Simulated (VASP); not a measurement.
Band structure of Tl (hcp). Computed with PBE GGA, VASP's PBE PAW potentials (set 64) (plane waves; VASP).

Unless said otherwise, spin-orbit coupling is left out, though it shifts the bands of the heavy elements here.

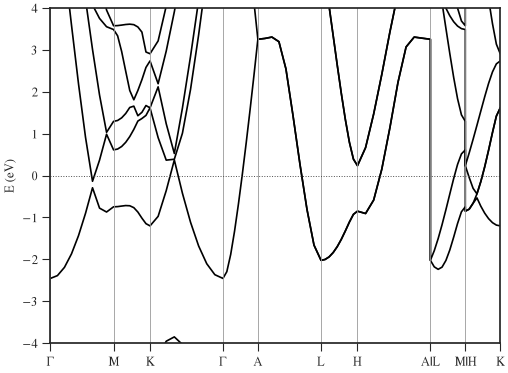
Figure. Bands along high-symmetry lines, zero at the valence-band maximum or, without a gap, the Fermi level

### Question
Read the plot: is there a gap, and where are the band edges?

### Answer
It has no gap at this level: it comes out as a metal or semimetal. (Edges off the drawn lines would not show.)

The compound is Tl in the hcp structure. It was relaxed first, which changed the volume by +10 %.
